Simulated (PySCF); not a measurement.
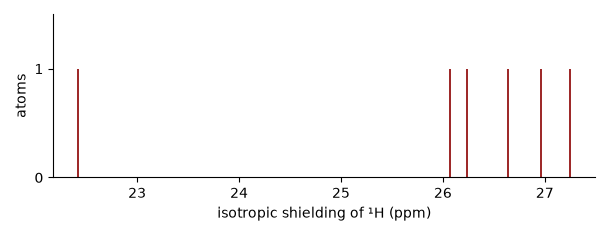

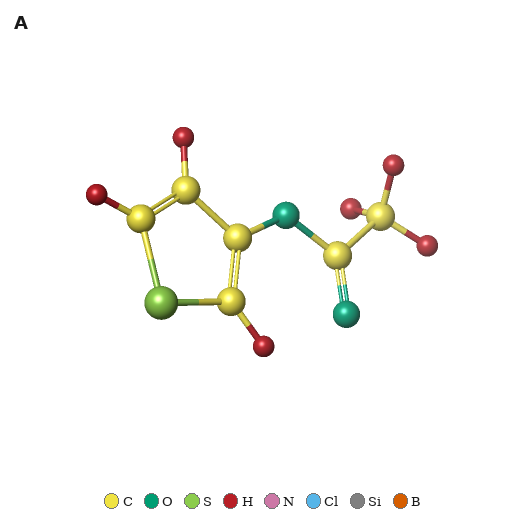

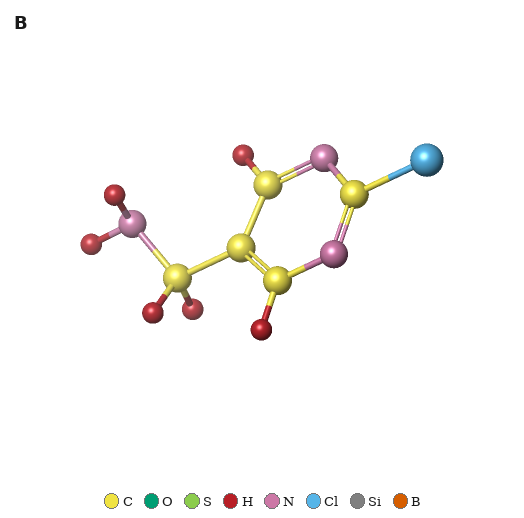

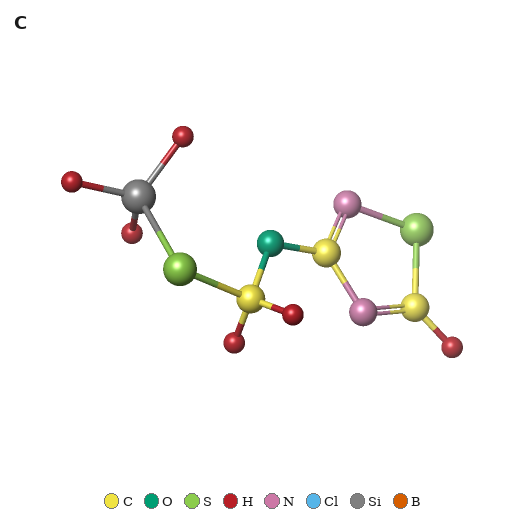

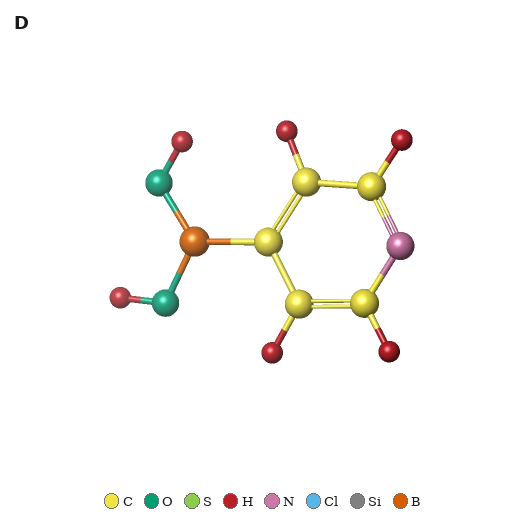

The sticks are computed shieldings of one of the molecules, for one fixed geometry (GFN2-xTB) without averaging over rotations. Low shielding means a high chemical shift. Method: GIAO PBE0/pcSseg-1 NMR shielding, non-relativistic, gas phase (PySCF 2.14.0).

Question: Match the spectrum to a structure.

Answer: C, `[SiH3]SCOc1ncsn1`. Its 6 H atoms give lines at 22.42, 26.07, 26.23, 26.64, 26.97, 27.25 ppm.

The geometry is semi-empirical. Around Si such bond lengths and angles can be off by a tenth of an ångström or more and by several degrees, and values that hang on the shape move with them.
